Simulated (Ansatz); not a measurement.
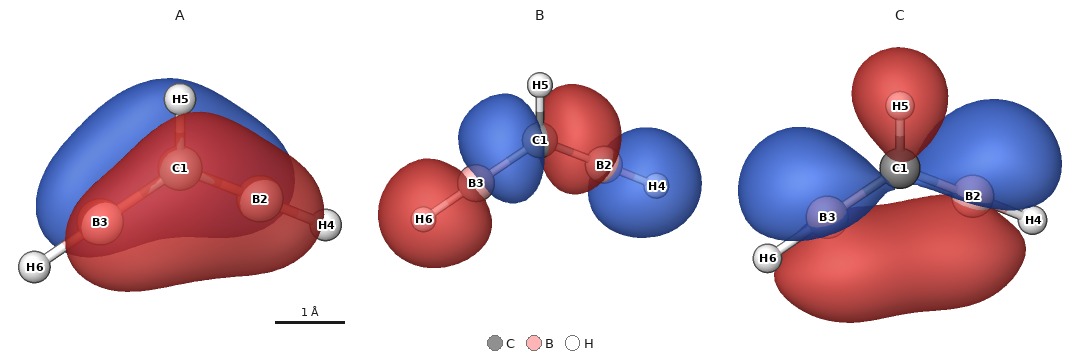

Figure. CH3B2 (SMILES B=C[BH+]) (charge +1). Three frontier orbitals at ±0.1 Å⁻³ᐟ² (red and blue are the two phases), in no order.

Geometry: B3LYP/6-31G*.

The calculation used isolated molecule in a Gaussian basis; Kohn-Sham density functional theory, functional PBE0 (Ansatz 0.2.0).

```yaml
atoms:
  - { symbol: C, position_ang: [-1.1252, -0.5268, 1.4059] }
  - { symbol: B, position_ang: [-1.2604, -0.1970, 0.0345] }
  - { symbol: B, position_ang: [-2.1852, -0.4115, 2.3391] }
  - { symbol: H, position_ang: [-1.3860, 0.0794, -1.0983] }
  - { symbol: H, position_ang: [-0.1489, -0.8903, 1.7638] }
  - { symbol: H, position_ang: [-3.0711, -0.3114, 3.1010] }
```

**Which picture is the HOMO−1, the HOMO and the LUMO?**

B is the HOMO−1 (−17.99 eV). It lies mainly on C1 (about 25 %), B2 (about 20 %), B3 (about 20 %), H4 (about 15 %) and H6 (about 15 %); it is symmetric in the molecular plane (an in-plane orbital: σ, lone-pair or in-plane π type). A is the HOMO (−14.55 eV). Its weight (Hirshfeld) is mainly on C1 (about 50 %), B2 (about 25 %) and B3 (about 25 %); it changes sign across the molecular plane (π type); π-bonding across C1–B2 and C1–B3. C is the LUMO (−8.50 eV). By Hirshfeld shares it lies mainly on B2 (about 35 %), B3 (about 35 %), C1 (about 15 %) and H5 (about 10 %); it is symmetric in the molecular plane (an in-plane orbital: σ, lone-pair or in-plane π type).

**What is the HOMO–LUMO gap?**

6.05 eV between the orbital energies.
